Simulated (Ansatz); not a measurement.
# AlGeH₂OF: small, medium and large basis sets

Aim: see how fast density functionals converge with the basis set for AlGeH₂OF.

Program: Ansatz 0.2.0, Gaussian basis. Level of theory: one geometry, several basis sets. These are calculated values, not measurements.

Plan: PBE0-D4/def2-SVP; ωB97M-V/def2-SVP; PBE0-D4/def2-QZVPP; ωB97M-V/def2-QZVPP; the functionals' def2-TZVPP values are taken from earlier runs.

**1. The geometry**

An earlier PBE0-D4 in a triple-zeta def2 set relaxation fixed the geometry.

SMILES `[F][GeH]1[O][AlH]1`, 6 atoms, charge 0, spin multiplicity 1.

Atoms are counted from 1 here; the program's logs count them from 0.

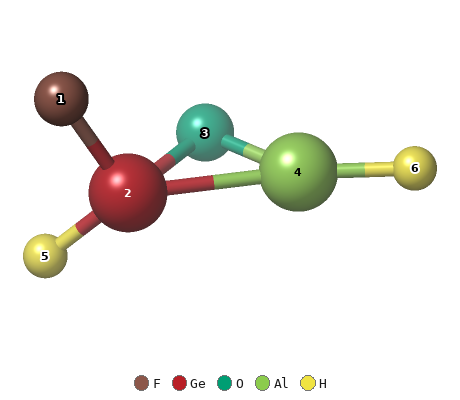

The structure; fluorine brown, germanium red, oxygen teal, aluminium green, hydrogen yellow; atoms are numbered from 1 in the order of the file.

**2. PBE0-D4 in def2-SVP**

The input, in.yaml:

```yaml
crystal:
  periodic: [false, false, false]
  atoms:
    - {symbol: F, position_ang: [1.350443, -1.720150, 0.670584]}
    - {symbol: Ge, position_ang: [0.896342, -0.291166, -0.226522]}
    - {symbol: O, position_ang: [-0.925228, -0.420743, -0.574827]}
    - {symbol: Al, position_ang: [-0.972678, 0.916374, 0.477112]}
    - {symbol: H, position_ang: [1.713040, -0.435098, -1.526884]}
    - {symbol: H, position_ang: [-2.019819, 1.886783, 1.134437]}
basis:
  gaussian: {orbitals: def2-SVP}
hamiltonian: {xc: pbe0, dispersion: d4}
output: {orbitals: {seedname: orbitals}}
```

Command:

```bash
> ansatz run in.yaml --threads 2 --pin off --events-out ev --progress --plain --max-ram 4352MiB
```

The runs that follow: ωB97M-V in def2-SVP; PBE0-D4 in def2-QZVPP; ωB97M-V in def2-QZVPP.

Before running them: what should the planned runs give, taken together? Wanted: PBE0-D4: double and triple zeta above quadruple; ωB97M-V: double and triple zeta above quadruple.

**Answer**, as computed:

| quantity | value |
| --- | --- |
| PBE0-D4: double and triple zeta above quadruple | 17.35, 1.72 eV |
| ωB97M-V: double and triple zeta above quadruple | 17.36, 1.65 eV |

For PBE0-D4 the step from double to triple zeta gains 15.64 eV and the next only 1.72 eV. Total energies overstate the basis error of differences, where much of it tends to cancel.
